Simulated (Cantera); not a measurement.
Charge: 1 mol SiCl4, a varied amount of HCl, 3.1 mol H2, equilibrated at 1077 °C and 0.940 bar.

Cantera equilibrium calculation (NASA polynomials, part measured and part estimated; ideal gas, pure solids and liquids). Candidate condensed phases: Si; 19 gas species. The tables' values for SiCl3 are old estimates; treat these amounts as uncertain. The numbers say what is thermodynamically allowed, not how fast it happens.

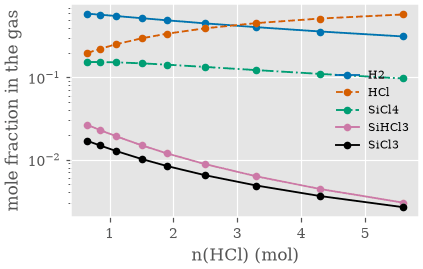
*Equilibrium gas composition (values under 1e-9 drawn at 1e-9)*

Q: Read off the mole fractions at 2.5 mol HCl.

A: H2 about 0.45, HCl about 0.40, SiCl4 about 0.13, SiHCl3 about 0.0088, SiCl3 about 0.0064.
